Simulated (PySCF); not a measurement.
# C9H8OS: the cost of one run

Computed with PySCF 2.14.0 and routines of our own; the level stands in each step. Atoms count from 0.

## (1) The starting structure

19 atoms, charge 0, multiplicity 1; geometry from: GFN2-xTB.

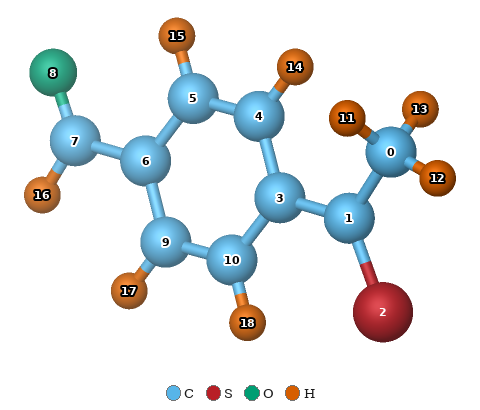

The starting geometry (carbon blue, sulfur red, oxygen teal, hydrogen orange).

## (2) Vibronic structure: TDA PBE/def2-SV(P)

The job: settings as JSON, then the geometry in Å.

```
{"job": {"kind": "vib", "xc": "PBE", "basis": "def2-SV(P)", "tda": true}, "charge": 0, "multiplicity": 1}
C      3.146247     0.270805     0.104578
C      2.109053    -0.585225    -0.541239
S      2.577510    -1.798209    -1.536920
C      0.702000    -0.317303    -0.282005
C      0.285484     0.845162     0.382625
C     -1.051669     1.076268     0.616299
C     -2.016568     0.156780     0.199501
C     -3.438090     0.416981     0.462611
O     -3.870982     1.382173     1.037940
C     -1.610463    -1.002454    -0.463178
C     -0.274324    -1.231883    -0.700098
H      3.007121     0.297211     1.185225
H      4.137421    -0.115942    -0.118089
H      3.081024     1.292617    -0.271329
H      1.008766     1.576083     0.706714
H     -1.381378     1.969132     1.126519
H     -4.114940    -0.372265     0.078505
H     -2.349563    -1.721497    -0.785795
H      0.043549    -2.129183    -1.209325
```

Level: TDA PBE/def2-SV(P) vertical-gradient vibronic structure (displaced harmonic oscillators, Condon), gas phase.

Launch:

```sh
OMP_NUM_THREADS=1 python excited_run.py task.json out
```

The driver reads the jobs from task.json and runs them one after another.

**Question.** How long does this first job take on 1 thread of Intel Xeon 6975P-C, shared host, and how much memory does it need?

About 43 s, with a peak of 1.1 GiB.
